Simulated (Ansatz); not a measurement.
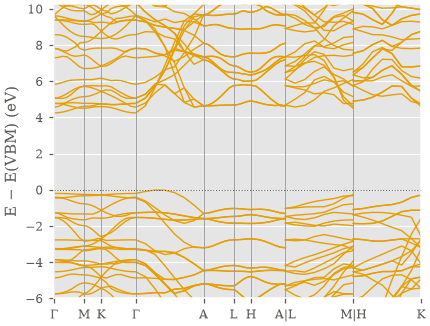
Figure: Band structure from the program Ansatz at the PBE level (PAW)

Question: Read off the gap and where the band edges lie.

Answer: About 4.3 eV (4.25 eV by a search for the band edges); maximum on the Γ–A line, 34 % of the way from Γ, minimum at Γ.

The material is Si3N4 in space group P6_3/m (No. 176; Si on 6h, N on 2d, N on 6h).

The cell was relaxed with PBE under the symmetry of its start.

Potentials: the earlier of the program's two PAW sets.
